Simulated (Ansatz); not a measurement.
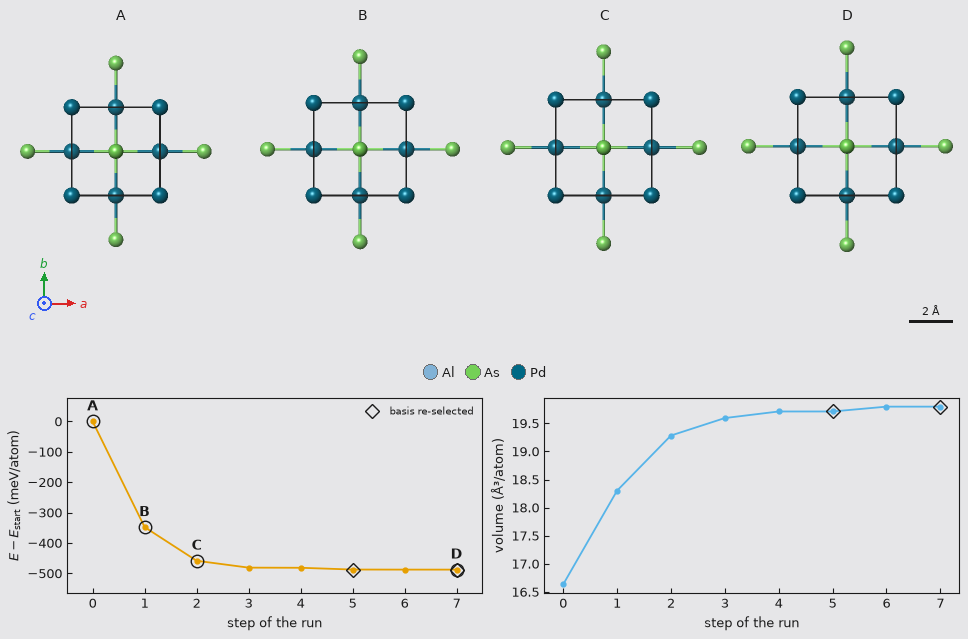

Frames of a relaxation of crystalline AlAsPd$_{3}$ (a generated structure, set up in P4/mmm) (coarse preliminary run), marked on the history of the run. Style: ball-and-stick. Shown: the cell of the calculation, along the c axis.

All numbers below come from DFT PBE, scalar-relativistic, plane waves, PAW (Ansatz 0.2.0). Set-up: plane-wave cutoff 420 eV; k-point mesh 4 × 4 × 4; occupations gaussian; smearing width 0.1 eV; no spin polarisation; cell and atoms relaxed; force threshold 0.04 eV/Å; at most 70 steps.

Question: What happens along the run?

Answer: Over 5 accepted moves (7 points after the start) the energy falls by 488 meV per atom. All forces vanish by symmetry, so only the cell relaxes. The pressure goes from 33.68 to 0.06 GPa. At 2 points the geometry stayed and the basis and grid were re-selected for the new cell (energy shift of 5.8 meV per atom at most each time). No atom moves by more than 0.005 Å relative to the cell. The volume changes by +19.0 %, with a = b 4.148 → 4.627 Å (+11.5 %), c 4.833 → 4.623 Å (−4.3 %). Among the contacts that change: As–Pd 2.074 → 2.314 Å, Al–As 2.416 → 2.311 Å. The space group stays P4/mmm (No. 123). From step 0 to 1: volume +10.0 %, energy −348 meV per atom. From step 1 to 2: volume +5.4 %, energy −111 meV per atom. From step 2 to 7: volume +2.7 %, energy −29.1 meV per atom.

Limits of the set-up: the k-point mesh is coarse for a cell with partly filled bands.
